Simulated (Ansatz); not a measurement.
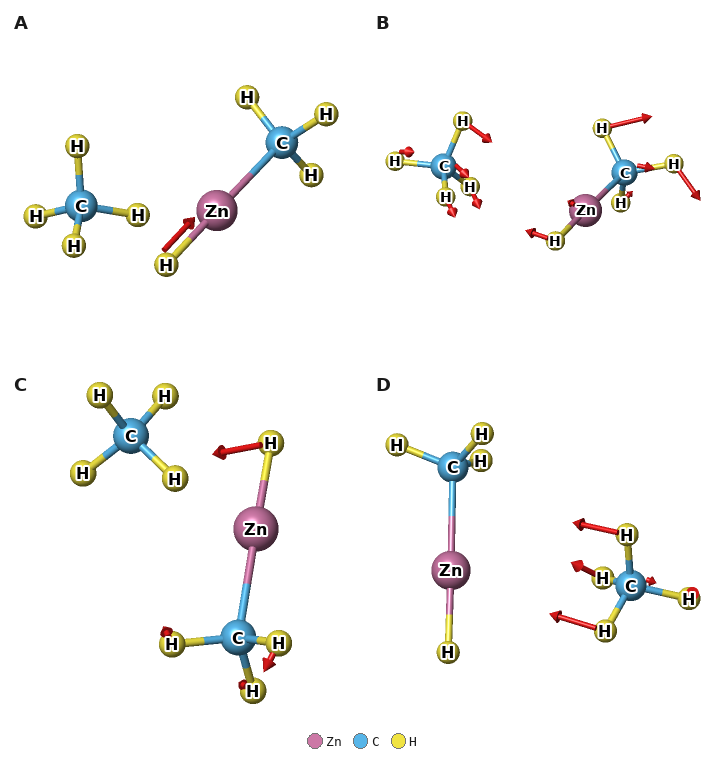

4 normal modes of one molecule or complex, as arrows. Harmonic vibrations computed with RKS PBE0-D4/def2-TZVP (Ansatz 0.2.0) at a stationary point of the same level.

> Match the panels to the wavenumbers 54 cm⁻¹, 431 cm⁻¹, 1324 cm⁻¹, 1890 cm⁻¹.

A: 1890 cm⁻¹, Zn–H stretching
B: 54 cm⁻¹
C: 431 cm⁻¹
D: 1324 cm⁻¹, H–C–H bending
